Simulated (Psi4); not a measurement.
# AlF2 (SMILES [F][Al][F]): UPBE0/6-311++G(3df,3pd) (sweep point 9)

What is the vertical electron affinity of AlF2 at UPBE0/6-311++G(3df,3pd) (sweep point 9)? 

The calculation is run with Psi4 1.11.

## Step 1: The system as given

AlF2: 3 atoms, total charge 0, spin state doublet. As SMILES, `[F][Al][F]`. Geometry: relaxed at PBE0-D4/def2-TZVP.

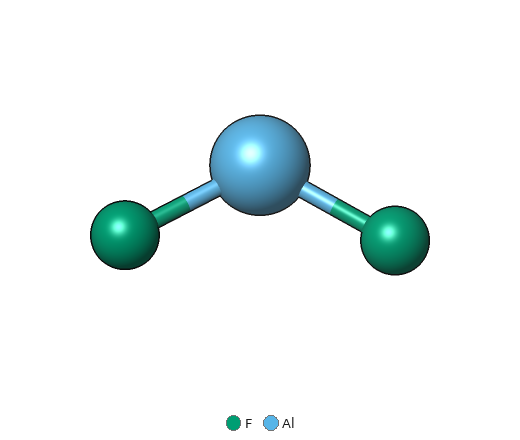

Viewed from a chosen angle; fluorine teal, aluminium blue.

## Step 2: A single-point energy at UPBE0/6-311++G(3df,3pd) (sweep point 9)

calc.inp reads:

```
memory 1600 mb

molecule mol {
  0 2
  F      0.533000    -1.361200     0.136400
  Al     0.388700     0.275400     0.245200
  F     -0.932500     1.021000    -0.394800
  symmetry c1
}

set {
  basis                6-311++G(3df,3pd)
  reference            uks
  puream               true
  scf_type             pk
  dft_radial_points    99
  dft_spherical_points 590
  maxiter              150
}

e, wfn = energy('pbe0', return_wfn=True)
```

Command:

```sh
$ psi4 -n 1 calc.inp calc.out
```

calc.out, shortened:

```text
[...]
  Running in c1 symmetry.
[...]
  Nuclear repulsion =   90.260752901983039
[...]
  Multiplicity = 2
[...]
  Nalpha       = 16
  Nbeta        = 15
[...]
    Number of basis functions: 125
[...]
   @UKS iter   1:  -441.83519193115342   -5.66159e-01   5.79221e-03 DIIS/ADIIS
[...]
   @UKS iter   8:  -442.00036901615380   -1.55986e-08   2.80593e-07 DIIS
[...]
   @S^2 Observed:                7.509147310E-01
[...]
    Orbital Energies [Eh]
    ---------------------
    Alpha Occupied:
       1A    -56.204206     2A    -24.747382     3A    -24.747349
       4A     -4.232614     5A     -2.765075     6A     -2.762661
       7A     -2.760198     8A     -1.198229     9A     -1.190576
      10A     -0.513378    11A     -0.478174    12A     -0.451141
      13A     -0.447974    14A     -0.434797    15A     -0.428430
      16A     -0.260416
    Alpha Virtual:
      17A     -0.057811    18A      0.003697    19A      0.009189
      20A      0.024535    21A      0.048550    22A      0.077931
      23A      0.080610    24A      0.135344    25A      0.147699
[...]
  @UKS Final Energy:  -442.00036901615380
   => Energetics <=
    Nuclear Repulsion Energy =             90.2607529019830395
    One-Electron Energy =                -796.4343395557147005
    Two-Electron Energy =                 293.9738910333212516
    DFT Exchange-Correlation Energy =     -29.8006733957433347
    Empirical Dispersion Energy =           0.0000000000000000
    VV10 Nonlocal Energy =                  0.0000000000000000
    Total Energy =                       -442.0003690161537975
[...]
 Multipole Moments:
 ------------------------------------------------------------------------------------
     Multipole            Electronic (a.u.)      Nuclear  (a.u.)        Total (a.u.)
 ------------------------------------------------------------------------------------
 L = 1.  Multiply by 2.5417464519 to convert [e a0] to [Debye]
 Dipole X            :          0.4387860            0.1678201            0.6066062
 Dipole Y            :          0.2822511            0.1079606            0.3902117
 Dipole Z            :          0.0000000           -0.0000000            0.0000000
 Magnitude           :                                                    0.7212740
[...]
```

Run time: 27 s. Hardware: 1 thread of Intel Xeon Platinum 8175M at 2.50GHz (Skylake/Cascade Lake), shared host; peak memory 0.77 GiB.

## Step 3: The singlet anion at the same level

alf2.inp reads:

```
memory 1600 mb

molecule {
  -1 1
  F      0.533000    -1.361200     0.136400
  Al     0.388700     0.275400     0.245200
  F     -0.932500     1.021000    -0.394800
  units angstrom
  symmetry c1
}

set {
  basis                6-311++G(3df,3pd)
  puream               true
  scf_type             pk
  dft_radial_points    99
  dft_spherical_points 590
}

e = energy('pbe0')
```

Command:

```sh
$ psi4 -n 1 alf2.inp alf2.out
```

alf2.out, shortened:

```text
[...]
  Running in c1 symmetry.
[...]
  Nuclear repulsion =   90.260752901983039
[...]
  Multiplicity = 1
[...]
  Nalpha       = 16
  Nbeta        = 16
[...]
    Number of basis functions: 125
[...]
   @RKS iter   1:  -441.83628897509078   -5.67256e-01   6.30054e-03 DIIS/ADIIS
[...]
   @RKS iter   7:  -442.05842658133218   -3.09186e-08   6.05901e-07 DIIS
[...]
    Orbital Energies [Eh]
    ---------------------
    Doubly Occupied:
       1A    -55.931005     2A    -24.529657     3A    -24.529645
       4A     -3.960156     5A     -2.491787     6A     -2.490174
       7A     -2.488836     8A     -0.982019     9A     -0.974756
      10A     -0.294760    11A     -0.262256    12A     -0.238061
      13A     -0.236244    14A     -0.223937    15A     -0.217390
      16A      0.007090
[...]
  @RKS Final Energy:  -442.05842658133218
   => Energetics <=
    Nuclear Repulsion Energy =             90.2607529019830395
    One-Electron Energy =                -803.6749388138155155
    Two-Electron Energy =                 301.3002968279204765
    DFT Exchange-Correlation Energy =     -29.9445374974202281
    Empirical Dispersion Energy =           0.0000000000000000
    VV10 Nonlocal Energy =                  0.0000000000000000
    Total Energy =                       -442.0584265813321849
[...]
 Multipole Moments:
 ------------------------------------------------------------------------------------
     Multipole            Electronic (a.u.)      Nuclear  (a.u.)        Total (a.u.)
 ------------------------------------------------------------------------------------
 L = 1.  Multiply by 2.5417464519 to convert [e a0] to [Debye]
 Dipole X            :         -1.1862122            0.1678201           -1.0183921
 Dipole Y            :         -0.7630623            0.1079606           -0.6551017
 Dipole Z            :          0.0000000           -0.0000000            0.0000000
 Magnitude           :                                                    1.2109007
[...]
```

Wall time 18 s (1 thread of Intel Xeon Platinum 8175M at 2.50GHz (Skylake/Cascade Lake), shared host); peak memory 0.77 GiB.

## Step 4: Summary of results

Level: UPBE0/6-311++G(3df,3pd) (sweep point 9).

```
                                                            quantity          value
                                          doublet AlF2: total energy  -442.00037 Eh
                                         doublet AlF2: dipole moment         1.83 D
                    doublet AlF2: HOMO energy (highest over α and β)       -7.09 eV
                     doublet AlF2: LUMO energy (lowest over α and β)       -3.40 eV
                                                  doublet AlF2: ⟨S²⟩          0.751
                                         singlet anion: total energy  -442.05843 Eh
                                          singlet anion: HOMO energy        0.19 eV
                                          singlet anion: LUMO energy        3.51 eV
singlet anion: HOMO–LUMO gap (to an unbound level, set by the basis)        3.31 eV
                   vertical electron affinity (to the singlet anion)       1.580 eV
```

In words: At fixed nuclei the extra electron is bound by 1.58 eV (152 kJ/mol). The HOMO (singlet anion) lies at positive energy, 0.19 eV; only total energies tell whether the electron is bound.
